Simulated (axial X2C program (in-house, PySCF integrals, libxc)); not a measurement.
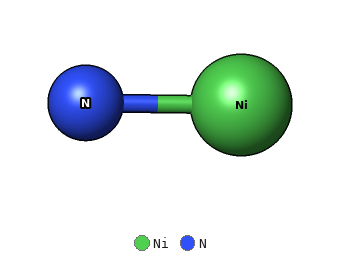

The molecule at the reference distance of 1.648 Å.

Relativistic diatomic calculation, with input and output: NiN

- system: NiN, single determinant with Ω = 3/2.
- method: M06, two-component X2C with atomic mean-field Coulomb and Gaunt terms, Ni dyall-v3z, N dyall-v3z (cores contracted) (axial X2C program (in-house, PySCF integrals, libxc))

**Input**
```
{"zs": [28, 7], "q": 0, "bas": ["dyall-v3z", "dyall-v3z"], "levels": ["PBE0", "HF", "M06", "PBE"], "cc": false, "r0": 1.61, "npts": 10, "nst": 2, "ntry": 6, "opt": {"auxb": 6.0}}
```

The line is the task of a batch: nuclear charges, charge, bases, the levels to run, a first guess of the distance and further settings. This report covers M06 with spin-orbit coupling. The log is that of the reference distance 1.648 Å.

Hardware: 1 CPU thread, shared host.

The run was one of a batch that the task file lists, launched with:
```bash
python <driver script> task.json out
```

**The program's output**
```
two-component X2C + atomic mean field  M06
basis functions 146  fitting functions 397  grid points 5073
iter        total energy     max residual
   1      -1575.083507259     6.67e-02
   2      -1575.088117262     1.29e-02
   3      -1575.072883424     4.70e-02
   4      -1575.089233614     4.77e-03
   5      -1575.089354506     4.76e-03
   6      -1575.089519008     1.46e-03
   7      -1575.089638809     1.40e-03
   8      -1575.089718891     6.36e-04
   9      -1575.089732787     1.78e-04
  10      -1575.089735850     1.20e-04
  11      -1575.089736420     1.03e-04
  12      -1575.089736754     8.27e-05
  13      -1575.089737057     6.32e-05
  14      -1575.089737388     2.50e-05
  15      -1575.089737454     5.36e-06
  16      -1575.089737455     1.38e-06
converged
one-electron -2310.46765179  Coulomb 743.43456042  exact exchange -18.42526960  xc functional -52.11518856  nuclear repulsion 62.93612460  atomic mean-field constant -0.45231252
```

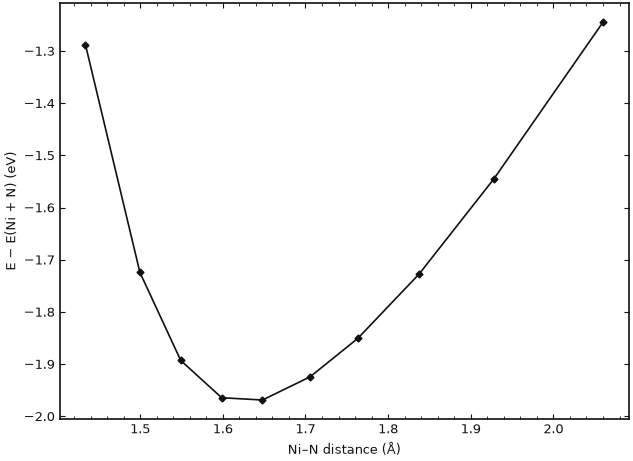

Energy at 10 bond lengths, for one set of occupations held fixed; the line joins the points. A polynomial of degree 6 through 9 points gives rₑ = 1.627 Å, ωₑ = 695.5 cm⁻¹, ωₑxₑ = 17 cm⁻¹ and Bₑ = 0.5647 cm⁻¹. The minimum lies 1.97 eV below Ni + N, each computed as one determinant at the same level.

**What the run reported**

```tsv
quantity	value
outcome	converged
bond length rₑ	1.627 Å
ωₑ	695.5 cm⁻¹
energy at the minimum	−1575.08989 hartree
depth below the fragments	1.97 eV
wall time	13 s
```

**What is odd here**

The input is odd on purpose: sparse fitting set (auxb = 6.0). The program ran to the end. Its numbers are those of the input as typed; this run alone doesn't show how far the oddity moves them.
